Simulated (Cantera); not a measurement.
Feed: 1 mol Al, 11 mol HCl, equilibrated at 0.250 bar.

Cantera equilibrium calculation (NASA polynomials, part measured and part estimated; ideal gas, pure solids and liquids). Candidate condensed phases: Al, AlCl3; 12 gas species. The tables' values for AlCl2 are old estimates; treat these amounts as uncertain. The numbers say what is thermodynamically allowed, not how fast it happens.

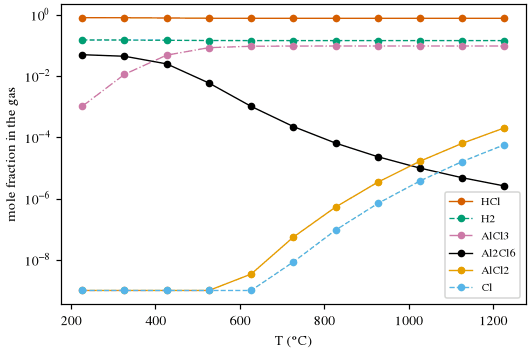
Equilibrium gas composition (values under 1e-9 drawn at 1e-9)

From 227 °C to 1227 °C nothing is condensed. The main Al-bearing gas is Al2Cl6 at 227 °C and AlCl3 at 1227 °C.
